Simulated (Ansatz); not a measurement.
```sh
ansatz run in.yaml --threads 2 --pin off --events-out ev --progress --plain --max-ram 4352MiB
```

```yaml
crystal:
  periodic: [false, false, false]
  atoms:
    - {symbol: N, position_ang: [-1.308315, 0.531094, -1.117196]}
    - {symbol: B, position_ang: [-0.006029, 0.410382, -0.988402]}
    - {symbol: Si, position_ang: [0.560462, -0.372967, 0.829023]}
    - {symbol: H, position_ang: [-2.238691, 0.431226, -0.761197]}
    - {symbol: H, position_ang: [0.845548, 0.697085, -1.785047]}
    - {symbol: H, position_ang: [-0.616178, -0.670979, 1.686793]}
    - {symbol: H, position_ang: [1.326277, -1.629877, 0.604001]}
    - {symbol: H, position_ang: [1.436925, 0.604034, 1.532025]}
basis:
  gaussian: {orbitals: def2-TZVPP}
magnetization: {spin_polarized: true, initial_magnetization: 1}
hamiltonian: {xc: pbe0, dispersion: d4}
output: {orbitals: {seedname: orbitals}}
```

Work out the structure from the coordinates.

The molecule is BH5NSi. This geometry has Cs symmetry. It is an open-shell species. Coordination: 1 N bent; 1 B trigonal planar; 1 Si tetrahedral.

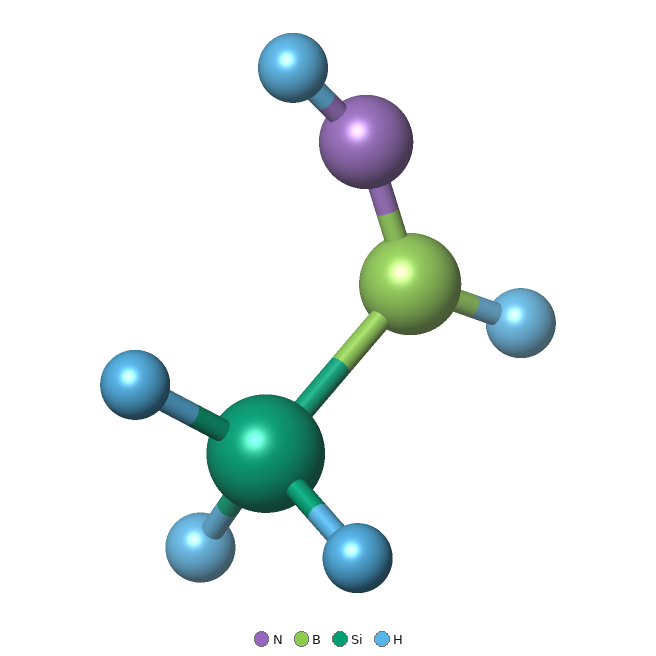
